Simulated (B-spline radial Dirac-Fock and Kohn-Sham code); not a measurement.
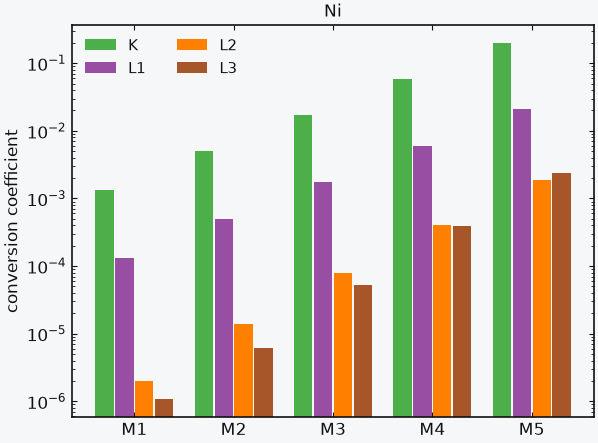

**Figure.** Internal conversion coefficients by shell for magnetic multipoles at a transition energy of 395 keV (K and L shells). Species: nickel (Z = 28). Computed with a radial B-spline solver: a Dirac–Hartree–Slater potential of the neutral atom, no hole, surface-current nucleus.

Summarise the result.

The shells shown sum to 0.00148 (M1), 0.00548 (M2), 0.0191 (M3), 0.0657 (M4), 0.227 (M5). The largest bar is K for M1, K for M2, K for M3, K for M4, K for M5.
